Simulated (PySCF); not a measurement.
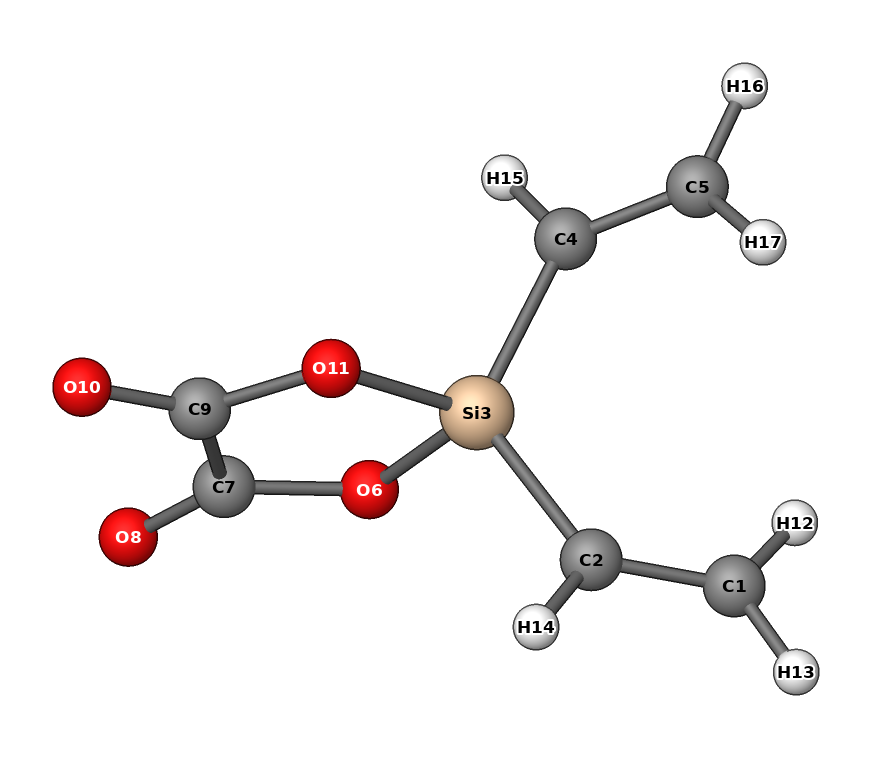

The questions are on isotropic NMR shieldings of the C atoms. Computed geometry: GFN2-xTB optimisation. No frequency run is at hand to confirm it as a minimum. Level of theory: GIAO PBE0/pcSseg-1 NMR shielding, non-relativistic, gas phase (PySCF 2.14.0).

Give the isotropic NMR shieldings of the C atoms atom by atom.

```csv
atom,σ (ppm)
C1,34.4
C2,50.8
C4,50.4
C5,34.4
C7,29.1
C9,29.1
```

The geometry is semi-empirical. Around Si such bond lengths and angles can be off by a tenth of an ångström or more and by several degrees, and values that hang on the shape move with them.
